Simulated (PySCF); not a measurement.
# C₅H₈F₃NSi (SMILES FC(F)(F)C[C@H]1C=NC[SiH2]1): what the fields show

The calculation's input:

```
{"job": {"kind": "nmr", "xc": "PBE0", "basis": "pcSseg-1"}, "charge": 0, "multiplicity": 1}
F      2.635469    -0.419726    -1.232998
C      2.378476     0.364396    -0.174982
F      3.557049     0.576638     0.433487
F      1.995881     1.552670    -0.674551
C      1.353531    -0.235857     0.759622
C      0.051438    -0.532254     0.022225
C     -0.931611    -1.260782     0.909993
N     -2.148368    -0.967523     0.955638
C     -2.570838     0.137001     0.127458
Si    -0.988239     0.963602    -0.587755
H      1.192286     0.473942     1.573361
H      1.793169    -1.148380     1.174039
H      0.283375    -1.207061    -0.809976
H     -0.577452    -2.079629     1.524090
H     -3.193082     0.787090     0.745554
H     -3.230635    -0.269024    -0.642754
H     -0.963932     1.083456    -2.040066
H     -0.645276     2.187758     0.131678
```

Run with:

```sh
OMP_NUM_THREADS=1 python probes_run.py task.json out
```

Geometry: GFN2-xTB.

Level of theory: PBE0/pcSseg-1, SCF density, gas phase, non-relativistic in PySCF.

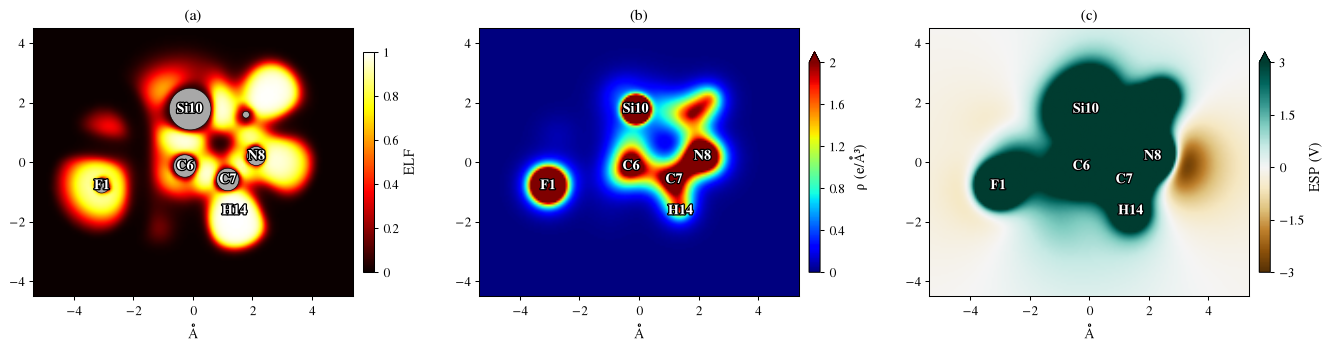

Figure 1. (a) ELF; (b) total electron density; (c) molecular electrostatic potential on the plane of atoms C7, C6 and Si10. Grey discs cover the atomic cores in the ELF map.

> Interpret the plot.

- The section cuts through F, C, N, Si and H sites.
- C–N (1.25 Å): the density is about 2.9 e/Å³ at the midpoint; the ELF peaks at about 0.90 between the atoms (a multiple bond).
- C–C (1.51 Å): ρ is about 1.7 e/Å³ halfway; the ELF peaks at about 0.95 between the atoms; a covalent bond.
- C–Si (1.92 Å): ρ at the midpoint is about 0.89 e/Å³; the ELF peaks at about 0.95 between the atoms; a covalent bond.
- C–H (1.08 Å): the density is about 2 e/Å³ at the midpoint; the ELF climbs to about 1 towards the hydrogen, as it does in any bond to H (a covalent bond by its length).
- The ELF also peaks beside F1 and N8, away from the bonds: lone-pair regions.
- Outside the dense part of the molecule the potential is most negative (−2.6 V) near N8.

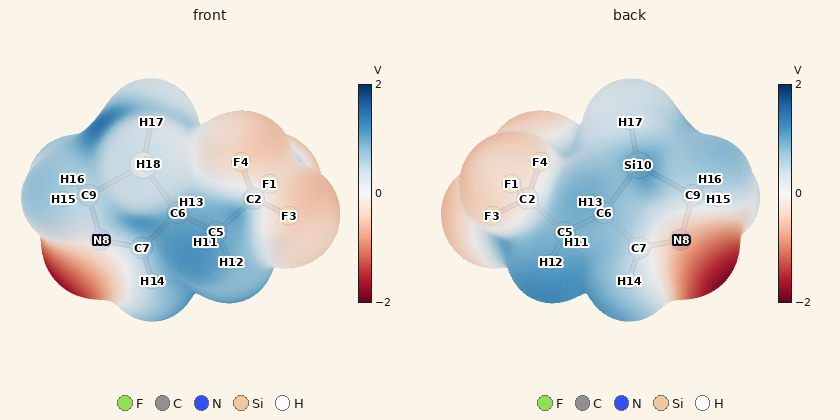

Figure 2. The electrostatic potential painted on the density surface at 0.002 e/bohr³, seen from the front and from behind; the colour scale runs from red (negative) to blue (positive).

> Describe the electrostatic potential map.

The most negative region (about −1.8 V) lies over N8, the most positive (about +1.4 V) over Si10. N8 is the likeliest acceptor of a hydrogen bond.

> What dipole moment does the calculation give?

Its dipole moment is 0.47 D.
